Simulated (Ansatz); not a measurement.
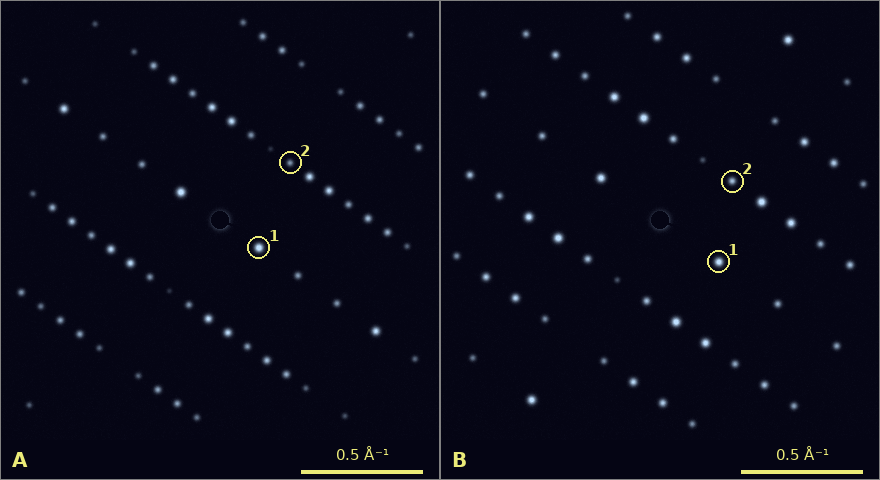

Kinematic electron diffraction patterns (200 kV, B = 0.5 Å², same scale) along [110] of the run's own cell, for the start and the end of one relaxation of NaF2 with DFT PBE, scalar-relativistic, plane waves, PAW (Ansatz). k mesh 12×12×4. The start is a generated model structure, and the relaxation ends in the nearest stationary point of its symmetry, not necessarily the ground state. Spot 1 is 0 0 -2 and spot 2 is -1 1 -1 in both.

Start structure:

```
Na F
1.0
     3.19447    0.00000    0.00000
    -1.59724    2.76649    0.00000
     0.00000    0.00000   10.06920
Na F
2 4
Direct
  0.33333 0.66667 0.37500
  0.66667 0.33333 0.87500
  0.33333 0.66667 0.00000
  0.66667 0.33333 0.50000
  0.00000 0.00000 0.25000
  0.00000 0.00000 0.75000
```

Which pattern belongs to the start structure, and which to the relaxed one?

A is the start: its cell gives d(1) = 5.035 Å, d(2) = 2.668 Å and an angle of 74.6°. B is the relaxed structure, with d(1) = 3.332 Å (-33.8 %), d(2) = 2.937 Å (+10.1 %) and 63.8°.

Name reflections whose intensity changes strongly on relaxation.

2 -2 -2 goes from 18 to 45 % of the strongest spot; 2 -2 1 goes from 3.5 to 9.9 % of the strongest spot; 1 -1 -1 goes from 12 to 30 % of the strongest spot.

Summarise the relaxation behind the change.

The volume changed by -7.4 % to 13.73 Å³ an atom; with the mean shift removed, the atoms moved by up to 0.04 Å relative to the cell (F most); the space group stayed P6_3mc (No. 186); the free energy fell by 190 meV an atom. Relaxed cell: a = 3.778 Å, b = 3.778 Å, c = 6.664 Å, α = 90.00°, β = 90.00°, γ = 120.00°.
